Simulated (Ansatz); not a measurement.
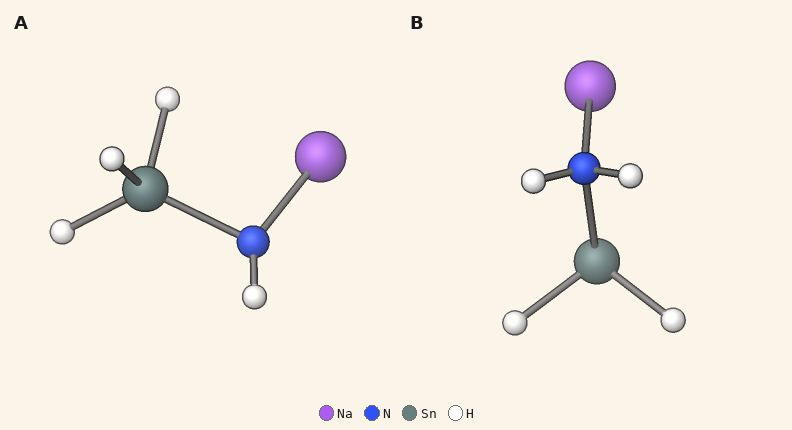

2 stationary structures of one formula. Geometries: PBE0-D4/def2-TZVP. Electronic energies: RHF-CCSD(T) (frozen core)/def2-TZVPP (Ansatz 0.2.0), without zero-point energy. No frequency run is at hand to confirm each as a minimum. Each is one conformer, not always the lowest.

> Which is lowest in energy, and by how much?

B is lowest; A lies 1.136 eV above it (Cs).

Give E(B) − E(A) in eV at these levels too: RHF-CCSD(T) (frozen core)/def2-TZVPP; PBE0-D4/def2-TZVPP; PBE0-D4/def2-TZVP; B3LYP-D4/def2-TZVPP; PBE-D4/def2-TZVPP; ωB97M-V/def2-TZVPP; r2SCAN-D4/def2-TZVPP.

```
                               level  E(B) − E(A) (eV)
RHF-CCSD(T) (frozen core)/def2-TZVPP            −1.136
                  PBE0-D4/def2-TZVPP            −1.279
                   PBE0-D4/def2-TZVP            −1.270
                 B3LYP-D4/def2-TZVPP            −1.295
                   PBE-D4/def2-TZVPP            −1.276
                  ωB97M-V/def2-TZVPP            −1.248
                r2SCAN-D4/def2-TZVPP            −1.239
```
